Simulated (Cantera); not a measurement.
A closed system holds: 1 mol B, a varied amount of NH3, 0.81 mol H2O, held at 775 °C and 100000 Pa.

These are equilibrium values from Cantera (NASA tables, ideal gas, pure condensed phases), not measurements of a reactor. Candidate condensed phases: B, BN, B2O3, B3O3H3, H2O; 39 gas species. Mutual solubility and eutectic melting of coexisting phases are not modelled. Gases not in the tables: H3BO3. The numbers say what is thermodynamically allowed, not how fast it happens.

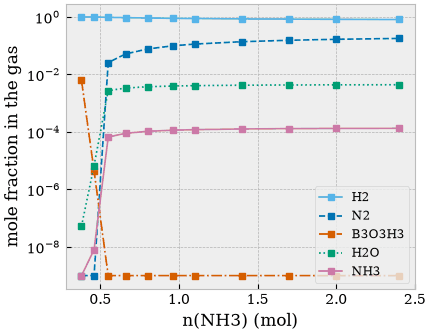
Figure. Equilibrium gas composition (values under 1e-9 drawn at 1e-9)

At 0.38 mol NH3 the condensed part is B(s) + BN(s) + B2O3(l). From 0.46 mol NH3 to 2.4 mol NH3 the condensed part is BN(s) + B2O3(l).
